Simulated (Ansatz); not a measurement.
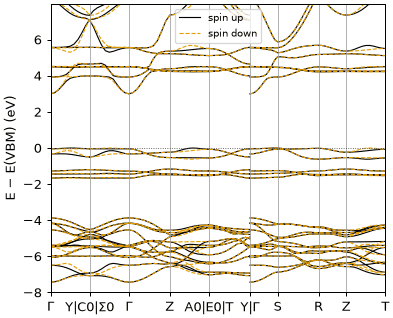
Figure: Band structure from plane-wave PAW r²SCAN (Ansatz code)

Q: Read off the gap and where the band edges lie.

A: About 3.0 eV (3.00 eV by a search for the band edges); maximum at S, minimum at Γ.

Q: Which of these materials gives this?
(A) MnF2, rutile
(B) K2PtCl4, P4/mmm (K on 2e, Pt on 1a, Cl on 4j)
(C) TeO2, P4_32_12 (Te on 4a, O on 8b)
(D) ZnF2, rutile

A: A, MnF2, rutile

Space group P4_2/mnm (rutile). The cell was relaxed with r²SCAN under the symmetry of its start, as lowered by the spin order. Spin order of the final state: antiferromagnetic, chosen from 5 collinear starts compared on coarse meshes (ties went to the first, and starts can fall back to one state), not a proven ground state. Other orbital occupations within this spin state were not tried. No Hubbard U is applied. Point labels and valley counts follow the cell and symmetry of the run, lower than the named group.

Potentials: the later of the program's two PAW sets.
